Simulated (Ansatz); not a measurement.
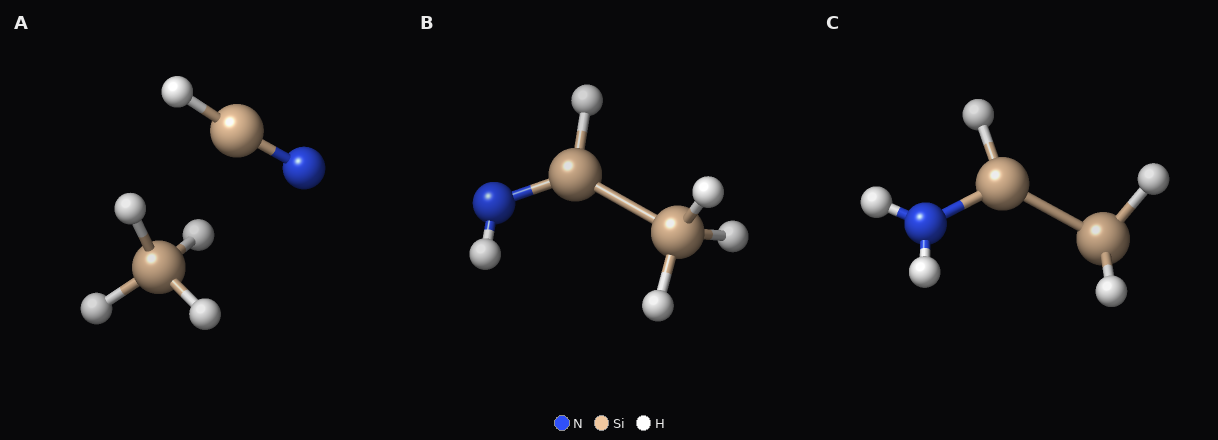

3 stationary structures of one formula. Geometries: PBE-D4/def2-SVP. Electronic energies: PBE-D4/def2-SVP (Ansatz 0.2.0), without zero-point energy. No frequency run is at hand to confirm each as a minimum. Each is one conformer, not always the lowest.

Question: Which is lowest in energy, and by how much?

Answer: C is lowest (C1); B lies 41.3 kJ/mol above it (Cs), A lies 320.5 kJ/mol above it.
